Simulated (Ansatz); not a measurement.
**CH₆BSi (charge +1): density, localisation and related maps**

Input

```
crystal:
  periodic: [false, false, false]
  atoms:
    - {symbol: C, position_ang: [-1.320818, -1.559160, -1.948708]}
    - {symbol: B, position_ang: [0.105870, -1.363533, -2.500157]}
    - {symbol: Si, position_ang: [-0.917518, 0.058185, -1.179092]}
    - {symbol: H, position_ang: [0.627754, -0.230977, -2.073402]}
    - {symbol: H, position_ang: [0.892594, -1.928415, -3.203003]}
    - {symbol: H, position_ang: [-0.310821, 0.097838, 0.167857]}
    - {symbol: H, position_ang: [-1.268432, 1.311010, -1.879981]}
    - {symbol: H, position_ang: [-2.099485, -1.597915, -2.730734]}
    - {symbol: H, position_ang: [-1.429612, -2.445840, -1.299569]}
basis:
  gaussian: {orbitals: def2-TZVPD}
total_charge: 1
hamiltonian: {xc: {name: PBE0}}
output: {forces: true, orbitals: {seedname: orbitals}}
```

Launched as:

```sh
ansatz run input.yaml --threads 1 --pin off --max-ram 2610MiB --events-out events.jsonl --progress --plain --runs-dir runs
```

Geometry: PBE0-D3(BJ)/def2-SVP.

Level of theory: Ansatz 0.2.0, isolated molecule in a Gaussian basis; Kohn-Sham density functional theory, functional PBE0.

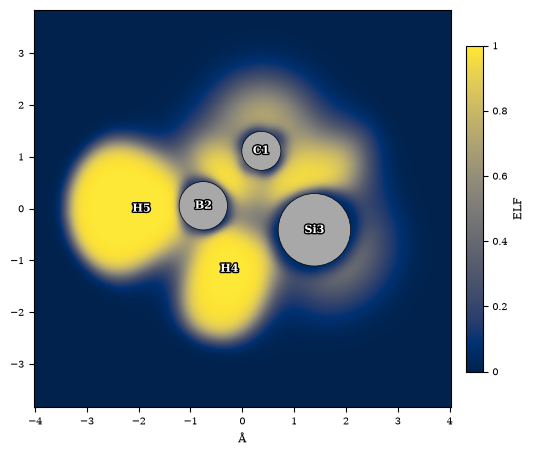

Figure 1. Electron localisation function on the plane of atoms C1, B2 and H5. Grey discs cover the atomic cores.

Question: What does the map show?

Answer:
- The section cuts through C, B, Si and H sites.
- C–B (1.54 Å): the ELF peaks at about 0.95 between the atoms, as expected for localised, covalent bonding.
- C–Si (1.84 Å): the ELF peaks at about 0.90 between the atoms, as expected for localised, covalent bonding.
- Si–B (2.19 Å): the ELF peaks at about 0.60 in the valence shell of B, 0.8 Å from its nucleus, and is about 0.50 at the midpoint.
- B–H (1.20 Å): the ELF climbs to about 1 towards the hydrogen, as it does in any bond to H: an ordinary covalent bond to hydrogen.

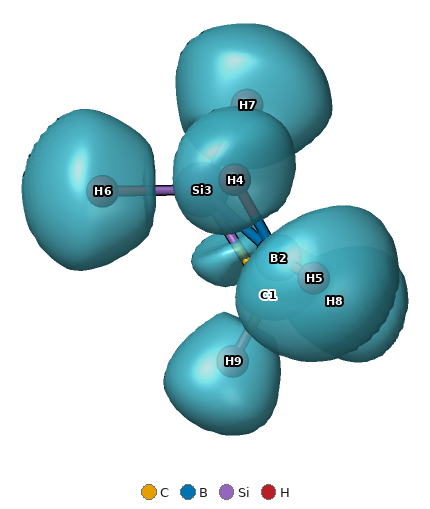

Figure 2. Isosurface of the ELF at 0.8 (cyan), seen at an oblique angle. Core shells and regions of very low density are left out.

Question: Where are the electrons localised?

Answer: The ELF exceeds this value in one region between bonded B–C atoms (shared pairs), one region between bonded C–Si atoms (shared pairs) and six regions around hydrogen nuclei.

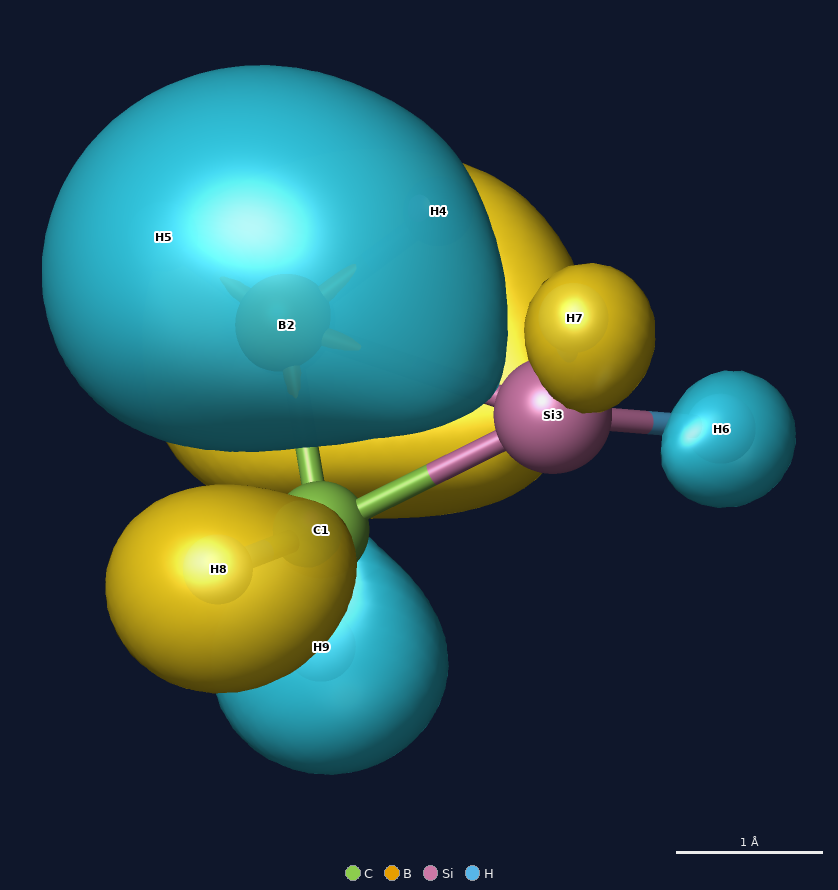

Figure 3. The LUMO at ±0.08 Å⁻³ᐟ² (yellow and cyan are the two phases), seen at a tilt.

Question: Where does this orbital lie, and at what energy?

Answer: It lies mainly on B2 (about 55 %), C1 (about 10 %) and H4 (about 5 %). Its energy is −8.02 eV.

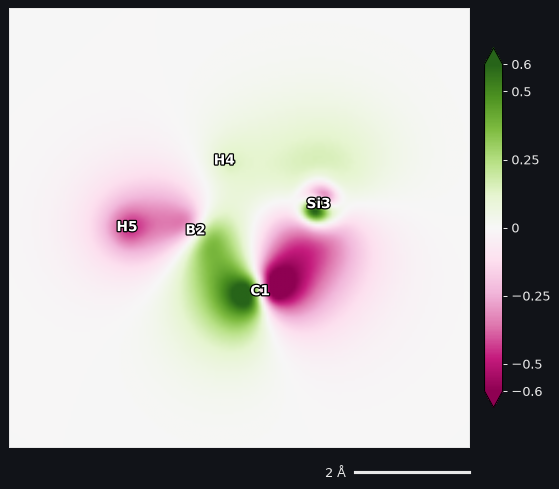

Figure 4. One frontier orbital on the plane of atoms Si3, B2 and H5 (values in Å⁻³ᐟ²; the overall sign is arbitrary).

Question: Which orbital is it: HOMO or LUMO?

Answer: The HOMO, at −14.72 eV. By Hirshfeld shares it lies mainly on C1 (about 40 %), Si3 (about 25 %), B2 (about 15 %) and H5 (about 10 %).
